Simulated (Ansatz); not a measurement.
# SnSeO (2H monolayer (Janus) type, one sheet): Wannier inputs, tried as typed

Aim: run 5 Wannier inputs for SnSeO (2H monolayer (Janus) type, one sheet) as typed, and read from each log whether it ends well.

Method: plane waves, PAW; the settings change from run to run, as each input shows, in Ansatz 0.2.0.

2 further runs of the same task are left out: 2 that didn't finish.

### Step 1. Starting point

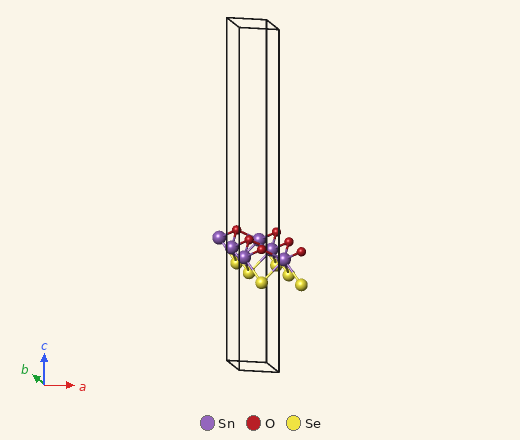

Start, viewed slightly off an axis; tin purple, oxygen red, selenium yellow. 2×3×1 cells are drawn.

As a file:

```
Sn O Se
1.0
     3.41321    0.00000    0.00000
    -1.70660    2.95592    0.00000
     0.00000    0.00000   29.70917
Sn O Se
1 1 1
Direct
  0.33333 0.66667 0.31233
  0.66667 0.33333 0.34664
  0.66667 0.33333 0.24984
```

Cell and atoms come from an earlier r2SCAN relaxation. The cell holds one sheet and vacuum, and is periodic in the plane alone; ε, where given, is a mean over the whole height of the cell, so ε₂ and ε₁ − 1 scale inversely with that height and aren't the sheet's own values. No run includes spin-orbit coupling, which matters for Sn.

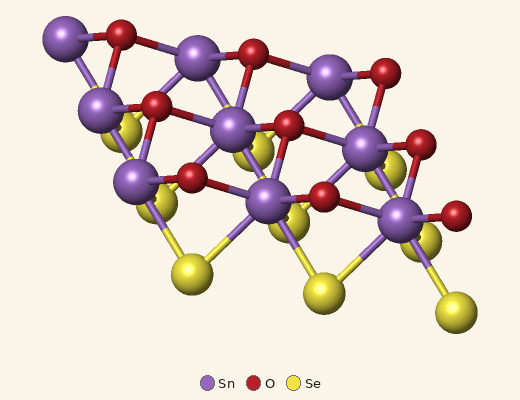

A patch of 3×3 cells of the sheet, seen at a slant, without the cell.

### Step 2. Run 1

Contents of input.yaml:

```yaml
crystal:
  lattice:
    - [3.4132055314, 0.0, 0.0]
    - [-1.7066027657, 2.9559226986, 0.0]
    - [0.0, 0.0, 29.7091691608]
  atoms:
    - { symbol: Sn, position: [0.3333333333, 0.6666666667, 0.3123266283] }
    - { symbol: O, position: [0.6666666667, 0.3333333333, 0.346644558] }
    - { symbol: Se, position: [0.6666666667, 0.3333333333, 0.2498391494] }
  periodic: [true, true, false]
kpoints:
  mp_grid: { grid: [6, 6, 1] }
  band_path:
    path:
      - [0, 0, 0]
      - [0.5, 0, 0]
      - [0.3333333333333, 0.3333333333333, 0]
      - [0, 0, 0]
    npoints: 10
hamiltonian:
  xc: pbe
scf:
  occupations: { method: fermi_dirac, width: 0.02 }
  n_extra_bands: 6
output:
  forces: false
  stress: false
  eigenvalues: true
  wannier:
    kmesh: [6, 6, 1]
    projections:
      - { species: O, l: s, shell: 2 }
      - { species: O, l: p, shell: 2 }
      - { species: Se, l: s, shell: 4 }
      - { species: Se, l: p, shell: 4 }
    minimise: true
    write_hr: true
    conv_tol: 1.0e-08
    max_iter: 3000
```

Log (excerpt; [...] marks lines left out):

```text
scf.n_extra_bands = 6 over 18 filled bands (N_el = 36.0): the run solves 24 bands
[...]
Pseudopotentials: kind: paw
Pseudopotential: Sn, paw, valence charge 14, recommended cutoff 420 eV (normal), Sn.paw.azcp
Pseudopotential: O, paw, valence charge 6, recommended cutoff 420 eV (normal), O.paw.azcp
Pseudopotential: Se, paw, valence charge 16, recommended cutoff 420 eV (normal), Se.paw.azcp
Functional definition: PBE
[...]
Crystal: 3 atoms, lattice volume = 299.741 Å³
Basis set: ecut = 420 eV, 5847 PW (Γ)
Bands: 24, of which v1, the nominal top of the filled ones, is band 18 counted from 1 (17 counted from 0)
Symmetry: 6 space group operations
Space group: P3m1 (ITA 156), of the structure as read, at distance tolerance 6.7e-5 Å
k-points: 7 of 36 (time reversal used)
[...]
SCF iter   1: F=—  HF=-12059.362310 eV  |F-HF|=—  |Δ(HF+E_count)|=         —  Δρ=5.88e-3  dr2=3.89e-1  ethr=1.77e-3  ⟨swp⟩=13.9  Hψ=1340  notcnv=0
[...]
SCF iter  12: F=-12059.320409 eV  HF=-12059.320409 eV  |F-HF|=1.46e-8  |Δ(HF+E_count)|=   7.41e-8  Δρ=1.36e-6  dr2=1.49e-8  ethr=2.78e-10  ⟨swp⟩=15.4  Hψ=861  notcnv=0
[...]
NSCF: frozen V_eff on 31 k-points, pencils in batches of 32, up to order 108
NSCF: frozen V_eff on 10 k-points, pencils in batches of 32, up to order 96
WARN: eigensolver did not converge in 10 slots of this pass, the one above among them; of largest residual over every band (k=1): 5 band(s) unlocked (lowest unlocked band 19, counted from 0; max residual 7.85e-2 eV among the unlocked bands, 7.85e-2 eV over every band); of lowest unlocked [...]
the Wannier pass solved 10 of the 36 points of its mesh, and has the states at the others by symmetry: states obtained by the crystal's operations at points that were solved too leave a residual of 1.28e-13 eV (read by the count's bands and the next), within 8.33e-6 eV
NSCF: frozen V_eff on 10 k-points, pencils in batches of 32, up to order 120
the Wannier pass solved 10 of the 36 points of its mesh, and has the states at the others by symmetry: states obtained by the crystal's operations at points that were solved too leave a residual of 1.76e-13 eV (read by the count's bands and the next), within 8.33e-6 eV
SCF converged after 12 iterations
Free energy (F): -12059.320409 eV
[...]
E sigma→0 (E₀):  -12059.316740 eV
Entropy (-TS):   -0.007337 eV (-2.446 meV/atom)
Fermi energy:    -5.425764 eV
[...]
--- Band table (eV; the first three rows and the last of 7) ---
  k-point 0: bands = ["-52.9168", "-52.9092", "-52.9092", "-52.8873", "-52.8873", "-27.8197", "-27.8197", "-27.7924", "-27.6821", "-27.6821", "-24.5467", "-19.6621", "-12.7093", "-9.0168", "-9.0168", "-7.8664", "-6.5238", "-5.0059", "-5.0059", "-1.6084 (-1.6085°)", "-0.5722 (-0.5838°)", [...]
  ° read free of the cell's end (the report's vacuum.weakly_bound_levels)
Wannier search: line search 1 of at most 3000: gauge-dependent spread (as the search counts it) 3.3833153 Å², largest recent change 6.5e-1 Å² and fall left 3.6e-2 Å² against conv_tol 1.0e-8 Å², 0 stops escaped
```

Wall time 30 s (1 × NVIDIA H100 80GB HBM3 with 2 threads of AMD EPYC 7R13 (Zen 3), shared host); peak host memory 1.3 GiB.

The run ended, but the log doubts its result. The cause: the eigensolver left some bands unconverged. The analysis is set aside.

### Step 3. Run 2

Edit input.yaml of step 2 so:

```diff
@@ -29,3 +29,3 @@
   wannier:
-    kmesh: [6, 6, 1]
+    kmesh: [12, 12, 1]
     projections:
@@ -39 +39,5 @@
     max_iter: 3000
+  write_density: true
+  write_potential: true
+  elf: true
+  volumetric_format: npy
```

Log (excerpt; [...] marks lines left out):

```text
scf.n_extra_bands = 6 over 18 filled bands (N_el = 36.0): the run solves 24 bands
[...]
[... 5 set-up lines as earlier in the session ...]
[...]
Crystal: 3 atoms, lattice volume = 299.741 Å³
Basis set: ecut = 420 eV, 5847 PW (Γ)
Bands: 24, of which v1, the nominal top of the filled ones, is band 18 counted from 1 (17 counted from 0)
[... 2 set-up lines as earlier in the session ...]
k-points: 7 of 36 (time reversal used)
[...]
SCF iter   1: F=—  HF=-12059.362310 eV  |F-HF|=—  |Δ(HF+E_count)|=         —  Δρ=5.88e-3  dr2=3.89e-1  ethr=1.77e-3  ⟨swp⟩=13.9  Hψ=1340  notcnv=0
[...]
SCF iter  12: F=-12059.320409 eV  HF=-12059.320409 eV  |F-HF|=1.46e-8  |Δ(HF+E_count)|=   7.41e-8  Δρ=1.36e-6  dr2=1.49e-8  ethr=2.78e-10  ⟨swp⟩=15.4  Hψ=861  notcnv=0
[...]
WARN: eigensolver did not converge in 21 slots of this pass, the one above among them; of largest residual over every band (k=13): 4 band(s) unlocked (lowest unlocked band 20, counted from 0; max residual 1.08e-1 eV among the unlocked bands, 1.08e-1 eV over every band); of lowest unlocked [...]
NSCF: frozen V_eff on 21 k-points, pencils in batches of 32, up to order 120
the Wannier pass solved 21 of the 144 points of its mesh, and has the states at the others by symmetry: states obtained by the crystal's operations at points that were solved too leave a residual of 7.91e-14 eV (read by the count's bands and the next), within 5.56e-6 eV
WARN: The output density's exchange-correlation potential varies sharply where the density is thin. Do not read a vacuum level from v_tot or v_xc, or from such a field of the output density. On a cell that repeats whose density bears no net charge and no dipole along the vacuum's axis use [...]
SCF converged after 12 iterations
Free energy (F): -12059.320409 eV
[...]
E sigma→0 (E₀):  -12059.316740 eV
Entropy (-TS):   -0.007337 eV (-2.446 meV/atom)
Fermi energy:    -5.425764 eV
[...]
--- Band table (eV; the first three rows and the last of 7) ---
[... band rows left out ...]
[...]
  ° read free of the cell's end (the report's vacuum.weakly_bound_levels)
Wannier search: line search 1 of at most 3000: gauge-dependent spread (as the search counts it) 3.5841067 Å², largest recent change 9.0e-1 Å² and fall left 2.8e-2 Å² against conv_tol 1.0e-8 Å², 0 stops escaped
```

Wall time 51 s (1 × NVIDIA H100 80GB HBM3 with 2 threads of AMD EPYC 7R13 (Zen 3), shared host); peak host memory 1.4 GiB.

The run ended, but the log doubts its result. The cause: the eigensolver left some bands unconverged. The analysis is set aside.

### Step 4. Run 3

Edit input.yaml of step 3 so:

```diff
@@ -29,8 +29,4 @@
   wannier:
-    kmesh: [12, 12, 1]
-    projections:
-      - { species: O, l: s, shell: 2 }
-      - { species: O, l: p, shell: 2 }
-      - { species: Se, l: s, shell: 4 }
-      - { species: Se, l: p, shell: 4 }
+    kmesh: [6, 6, 1]
+    projections: [{ species: O, l: p, shell: 2 }, { species: Se, l: p, shell: 4 }]
     minimise: true
```

Log (excerpt; [...] marks lines left out):

```text
scf.n_extra_bands = 6 over 18 filled bands (N_el = 36.0): the run solves 24 bands
[...]
[... 5 set-up lines as earlier in the session ...]
[...]
Crystal: 3 atoms, lattice volume = 299.741 Å³
Basis set: ecut = 420 eV, 5847 PW (Γ)
Bands: 24, of which v1, the nominal top of the filled ones, is band 18 counted from 1 (17 counted from 0)
[... 2 set-up lines as earlier in the session ...]
k-points: 7 of 36 (time reversal used)
[...]
SCF iter   1: F=—  HF=-12059.362310 eV  |F-HF|=—  |Δ(HF+E_count)|=         —  Δρ=5.88e-3  dr2=3.89e-1  ethr=1.77e-3  ⟨swp⟩=13.9  Hψ=1340  notcnv=0
[...]
SCF iter  12: F=-12059.320409 eV  HF=-12059.320409 eV  |F-HF|=1.46e-8  |Δ(HF+E_count)|=   7.41e-8  Δρ=1.36e-6  dr2=1.49e-8  ethr=2.78e-10  ⟨swp⟩=15.4  Hψ=861  notcnv=0
[...]
WARN: eigensolver did not converge in 10 slots of this pass, the one above among them; of largest residual over every band (k=1): 5 band(s) unlocked (lowest unlocked band 19, counted from 0; max residual 7.85e-2 eV among the unlocked bands, 7.85e-2 eV over every band); of lowest unlocked [...]
NSCF: frozen V_eff on 10 k-points, pencils in batches of 32, up to order 112
the Wannier pass solved 10 of the 36 points of its mesh, and has the states at the others by symmetry: states obtained by the crystal's operations at points that were solved too leave a residual of 1.10e-13 eV (read by the count's bands and the next), within 8.33e-6 eV
WARN: The output density's exchange-correlation potential varies sharply where the density is thin. Do not read a vacuum level from v_tot or v_xc, or from such a field of the output density. On a cell that repeats whose density bears no net charge and no dipole along the vacuum's axis use [...]
SCF converged after 12 iterations
Free energy (F): -12059.320409 eV
[...]
E sigma→0 (E₀):  -12059.316740 eV
Entropy (-TS):   -0.007337 eV (-2.446 meV/atom)
Fermi energy:    -5.425764 eV
[...]
--- Band table (eV; the first three rows and the last of 7) ---
[... band rows left out ...]
[...]
  ° read free of the cell's end (the report's vacuum.weakly_bound_levels)
Wannier search: line search 1 of at most 3000: gauge-dependent spread (as the search counts it) 0.6920902 Å², largest recent change 1.0e-1 Å² and fall left 1.6e-4 Å² against conv_tol 1.0e-8 Å², 0 stops escaped
```

It took 26 s on 1 × NVIDIA H100 80GB HBM3 with 2 threads of AMD EPYC 7R13 (Zen 3), shared host; peak host memory 1.3 GiB.

The run ended, but the log doubts its result. The cause: the eigensolver left some bands unconverged. The analysis is set aside.

### Step 5. Run 4

Edit input.yaml of step 4 so:

```diff
@@ -20,3 +20,3 @@
 hamiltonian:
-  xc: pbe
+  xc: r2scan
 scf:
@@ -30,3 +30,7 @@
     kmesh: [6, 6, 1]
-    projections: [{ species: O, l: p, shell: 2 }, { species: Se, l: p, shell: 4 }]
+    projections:
+      - { species: O, l: s, shell: 2 }
+      - { species: O, l: p, shell: 2 }
+      - { species: Se, l: s, shell: 4 }
+      - { species: Se, l: p, shell: 4 }
     minimise: true
```

Log (excerpt; [...] marks lines left out):

```text
scf.n_extra_bands = 6 over 18 filled bands (N_el = 36.0): the run solves 24 bands
[...]
[... 1 set-up line as earlier in the session ...]
Pseudopotential: Sn, paw, valence charge 14, recommended cutoff 500 eV (meta_gga), Sn.paw.azcp
Pseudopotential: O, paw, valence charge 6, recommended cutoff 500 eV (meta_gga), O.paw.azcp
Pseudopotential: Se, paw, valence charge 16, recommended cutoff 500 eV (meta_gga), Se.paw.azcp
Functional definition: r2SCAN
[...]
Crystal: 3 atoms, lattice volume = 299.741 Å³
Basis set: ecut = 500 eV, 7669 PW (Γ), exchange–correlation on 100×100×900 points (64 copies of the dense FFT grid, shifted against one another)
Bands: 24, of which v1, the nominal top of the filled ones, is band 18 counted from 1 (17 counted from 0)
[... 2 set-up lines as earlier in the session ...]
k-points: 7 of 36 (time reversal used)
[...]
SCF iter   1: F=—  HF=-12083.923125 eV  |F-HF|=—  |Δ(HF+E_count)|=         —  Δρ=7.29e-3  dr2=6.82e-1  dr2_τ=3.56e-2  ethr=1.77e-3  ⟨swp⟩=13.9  Hψ=1341  notcnv=0  defer=1
[...]
WARN: eigensolver did not converge in 10 slots of this pass, the one above among them; of largest residual over every band (k=1): 4 band(s) unlocked (lowest unlocked band 20, counted from 0; max residual 3.83e-2 eV among the unlocked bands, 3.83e-2 eV over every band); of lowest unlocked [...]
NSCF: frozen V_eff on 10 k-points, pencils in batches of 32, up to order 120
the Wannier pass solved 10 of the 36 points of its mesh, and has the states at the others by symmetry: states obtained by the crystal's operations at points that were solved too leave a residual of 9.28e-14 eV (read by the count's bands and the next), within 8.33e-6 eV
WARN: The output density's exchange-correlation potential varies sharply where the density is thin. Do not read a vacuum level from v_tot or v_xc, or from such a field of the output density. On a cell that repeats whose density bears no net charge and no dipole along the vacuum's axis use [...]
SCF converged after 9 iterations
Free energy (F): -12083.901672 eV
[...]
E sigma→0 (E₀):  -12083.900110 eV
Entropy (-TS):   -0.003125 eV (-1.042 meV/atom)
Fermi energy:    -5.434252 eV
[...]
--- Band table (eV; the first three rows and the last of 7) ---
[... band rows left out ...]
[...]
  ° read free of the cell's end (the report's vacuum.weakly_bound_levels)
Wannier search: line search 1 of at most 3000: gauge-dependent spread (as the search counts it) 3.3404080 Å², largest recent change 6.2e-1 Å² and fall left 3.6e-2 Å² against conv_tol 1.0e-8 Å², 0 stops escaped
```

Wall time 11 s (1 × NVIDIA H100 80GB HBM3 with 2 threads of AMD EPYC 7R13 (Zen 3), shared host); peak host memory 1.7 GiB.

The run ended, but the log doubts its result. The cause: the eigensolver left some bands unconverged. The analysis is set aside.

### Step 6. Run 5

Edit input.yaml of step 5 so:

```diff
@@ -30,7 +30,3 @@
     kmesh: [6, 6, 1]
-    projections:
-      - { species: O, l: s, shell: 2 }
-      - { species: O, l: p, shell: 2 }
-      - { species: Se, l: s, shell: 4 }
-      - { species: Se, l: p, shell: 4 }
+    projections: [{ species: O, l: p, shell: 2 }, { species: Se, l: p, shell: 4 }]
     minimise: true
@@ -39,5 +35 @@
     max_iter: 3000
-  write_density: true
-  write_potential: true
-  elf: true
-  volumetric_format: npy
```

Log (excerpt; [...] marks lines left out):

```text
scf.n_extra_bands = 6 over 18 filled bands (N_el = 36.0): the run solves 24 bands
[...]
[... 5 set-up lines as earlier in the session ...]
[...]
Crystal: 3 atoms, lattice volume = 299.741 Å³
Basis set: ecut = 500 eV, 7669 PW (Γ), exchange–correlation on 100×100×900 points (64 copies of the dense FFT grid, shifted against one another)
Bands: 24, of which v1, the nominal top of the filled ones, is band 18 counted from 1 (17 counted from 0)
[... 2 set-up lines as earlier in the session ...]
k-points: 7 of 36 (time reversal used)
[...]
WARN: eigensolver did not converge in 10 slots of this pass, the one above among them; of largest residual over every band (k=1): 4 band(s) unlocked (lowest unlocked band 20, counted from 0; max residual 3.83e-2 eV among the unlocked bands, 3.83e-2 eV over every band); of lowest unlocked [...]
the Wannier pass solved 10 of the 36 points of its mesh, and has the states at the others by symmetry: states obtained by the crystal's operations at points that were solved too leave a residual of 1.54e-13 eV (read by the count's bands and the next), within 8.33e-6 eV
NSCF: frozen V_eff on 10 k-points, pencils in batches of 32, up to order 112
the Wannier pass solved 10 of the 36 points of its mesh, and has the states at the others by symmetry: states obtained by the crystal's operations at points that were solved too leave a residual of 1.17e-13 eV (read by the count's bands and the next), within 8.33e-6 eV
SCF converged after 9 iterations
Free energy (F): -12083.901672 eV
[...]
E sigma→0 (E₀):  -12083.900110 eV
Entropy (-TS):   -0.003125 eV (-1.042 meV/atom)
Fermi energy:    -5.434252 eV
[...]
--- Band table (eV; the first three rows and the last of 7) ---
[... band rows left out ...]
[...]
  ° read free of the cell's end (the report's vacuum.weakly_bound_levels)
Wannier search: line search 1 of at most 3000: gauge-dependent spread (as the search counts it) 0.6291474 Å², largest recent change 8.4e-2 Å² and fall left 1.3e-4 Å² against conv_tol 1.0e-8 Å², 0 stops escaped
```

Run time: 20 s. Hardware: 1 × NVIDIA H100 80GB HBM3 with 2 threads of AMD EPYC 7R13 (Zen 3), shared host; peak host memory 1.7 GiB.

The run ended, but the log doubts its result. The cause: the eigensolver left some bands unconverged. The analysis is set aside.

### Step 7. Summary

```tsv
run	settings	ended	fault	time
1	PBE, 8 functions, 6×6×1	ended with warnings	the eigensolver left some bands unconverged	30 s
2	PBE, 8 functions, 12×12×1	ended with warnings	the eigensolver left some bands unconverged	51 s
3	PBE, 6 functions, 6×6×1	ended with warnings	the eigensolver left some bands unconverged	26 s
4	r2SCAN, 8 functions, 6×6×1	ended with warnings	the eigensolver left some bands unconverged	11 s
5	r2SCAN, 6 functions, 6×6×1	ended with warnings	the eigensolver left some bands unconverged	20 s
```

5 ended with warnings. No run passed without a fault or warning, so no result is quoted.
